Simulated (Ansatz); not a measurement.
System: FH3N2OW (SMILES [NH]=[W](=[NH])([OH])[F]).

The calculation's input:

```
crystal:
  periodic: [false, false, false]
  atoms:
    - {symbol: F, position_ang: [-0.994962, 0.895771, 1.872126]}
    - {symbol: N, position_ang: [-0.567250, 1.202639, -1.024821]}
    - {symbol: "N", position_ang: [1.426089, -0.120754, 0.542416]}
    - {symbol: O, position_ang: [-1.040898, -1.555398, -0.165280]}
    - {symbol: W, position_ang: [-0.287431, 0.118068, 0.309704]}
    - {symbol: H, position_ang: [-0.369791, 1.818265, -1.805423]}
    - {symbol: H, position_ang: [2.409435, 0.034596, 0.344627]}
    - {symbol: H, position_ang: [-0.575204, -2.393187, -0.073349]}
basis:
  gaussian: {orbitals: def2-TZVPD}
magnetization: {spin_polarized: false, initial_magnetization: 0}
hamiltonian: {xc: {name: PBE0}}
output: {forces: true, orbitals: {seedname: orbitals}}
```

Command:

```sh
ansatz run input.yaml --threads 2 --pin off --max-ram 5220MiB --events-out events.jsonl --progress --plain --runs-dir runs
```

Geometry: PBE0-D4/def2-SVP; core potentials replace the inner electrons of W.

Method: isolated molecule in a Gaussian basis; Kohn-Sham density functional theory, functional PBE0 (Ansatz).

Q: What can the converged electron density and electron localisation function tell about the bonding?

A: W–N (1.74 Å): the density is about 1.6 e/Å³ at the midpoint; the ELF peaks at about 0.75 in the valence shell of N, 0.5 Å from its nucleus, and drops to about 0.35 between the two atoms.
N–H (1.01 Å): ρ is about 2.9 e/Å³ halfway; the ELF climbs to about 1 towards the hydrogen, as it does in any bond to H (an ordinary covalent bond to hydrogen).

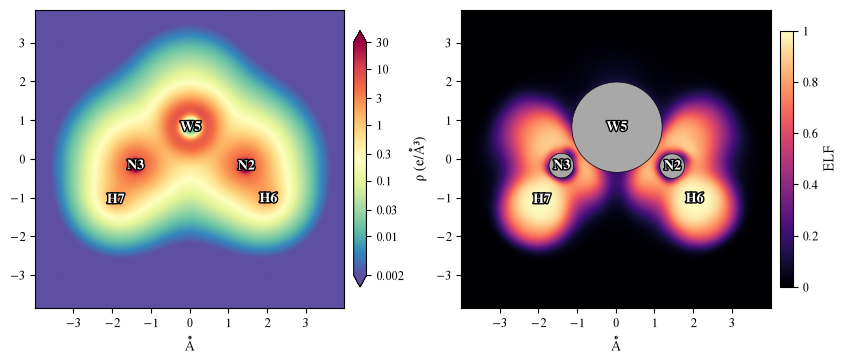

Computed electron density and electron localisation function on the plane of atoms W5, N2 and H6, in this order. Grey discs cover the atomic cores in the ELF map. 
